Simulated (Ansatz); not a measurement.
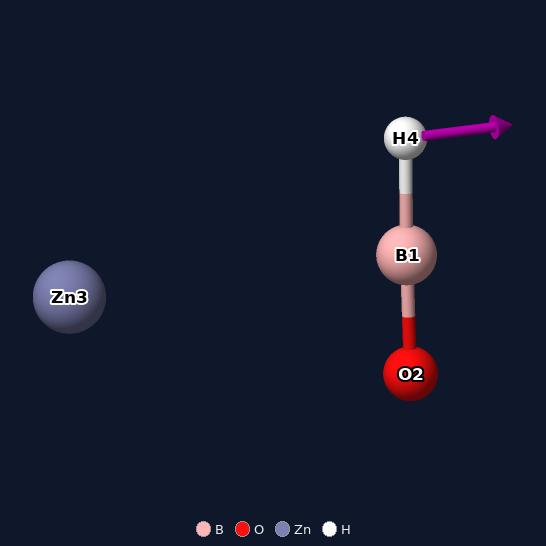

The arrows show one normal mode. Harmonic vibrations computed with RKS PBE0-D4/def2-TZVP (Ansatz 0.2.0) at a stationary point of the same level.

Q: Estimate its harmonic wavenumber.

A: 767 cm⁻¹; it is mode 3 of 6 counted from the lowest.
